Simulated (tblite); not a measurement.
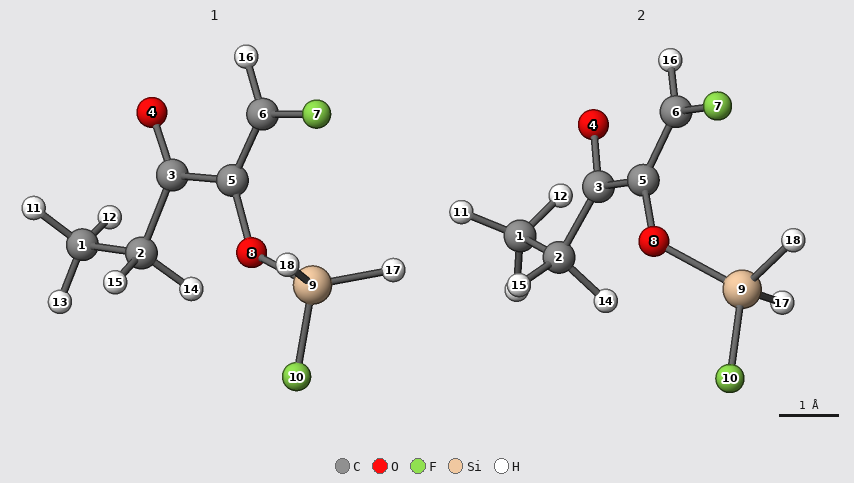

Two geometries of C5H8F2O2Si, drawn at one scale. One is the start of a relaxation, the other its converged end. The picture is a ball-and-stick view, seen from a free direction.

Theory: GFN2-xTB geometry optimisation, gas phase in tblite. 

### Which of the two is the end point?

Structure 1 is the relaxed one. H18 moves most after the best rigid fit: 1.54 Å. Largest moves by element: H 1.54 Å, O 0.88 Å, F 0.82 Å, C 0.39 Å, Si 0.15 Å. Near-neighbour distances that change, for instance: Si9–F10 1.701 → 1.599 Å, O8–Si9 1.731 → 1.631 Å, C3–O4 1.269 → 1.208 Å, C3–C5 1.452 → 1.499 Å. Bond angles that change, for instance: O8–Si9–F10 112.3° → 97.7°, C2–C3–C5 125.3° → 114.2°, H17–Si9–H18 108.5° → 118.1°. Groups turn about C5–O8 by about 70°, C1–C2 by about 25°. After 145 geometry steps the energy has fallen by 28.1 kcal/mol. Cost: 1.2 s on 1 thread of Arm Neoverse V1, with other jobs on the host.
